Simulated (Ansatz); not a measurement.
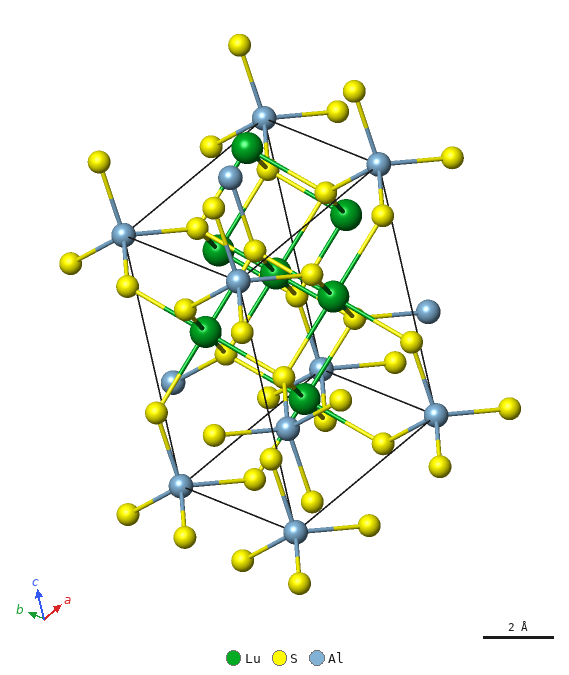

A ball-and-stick rendering, viewed slightly off an axis. Atoms at the boundary of the simulation cell (the box) are drawn once for each face, edge or corner they touch. Outside the box, the atoms bonded to those within are drawn.

```xyz
14
Lattice="0.0000 5.4386 5.4386 5.4386 0.0000 5.4386 5.4386 5.4386 0.0000" Properties=species:S:1:pos:R:3 pbc="T T T"
Lu    6.7982    6.7982    6.7982
Lu    6.7982    4.0789    4.0789
Lu    4.0789    4.0789    6.7982
Lu    4.0789    6.7982    4.0789
S     4.0681    4.0681    4.0681
S     9.5284    6.7874    6.7874
S     6.8091    6.8091    4.0681
S     6.7874    9.5284    6.7874
S     4.0681    6.8091    6.8091
S     9.5284    9.5284    9.5284
S     6.8091    4.0681    6.8091
S     6.7874    6.7874    9.5284
Al    0.0000    0.0000    0.0000
Al    2.7193    2.7193    2.7193
```

Calculation details: DFT, PAW plane waves, r2SCAN in Ansatz; E_cut = 500 eV, a 6×6×6 k-point grid, Fermi-Dirac smearing of 0.1 eV, no spin polarisation.

**How charged are the atoms, by the Bader scheme?**

Lu +1.90 e; Al +2.25 e; S -1.51 e.

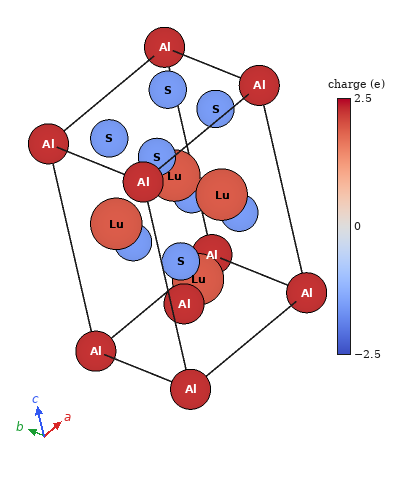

The atoms coloured by those charges.

The geometry is that of a generated cell, made by putting these elements into a known structure type (the compound may or may not exist in this form), without relaxation. A calculation with Ansatz used it as input.

At this level of theory the cell isn't at rest (stretched, at -4 GPa), so its distances can differ from those at equilibrium, the more so the softer the solid.
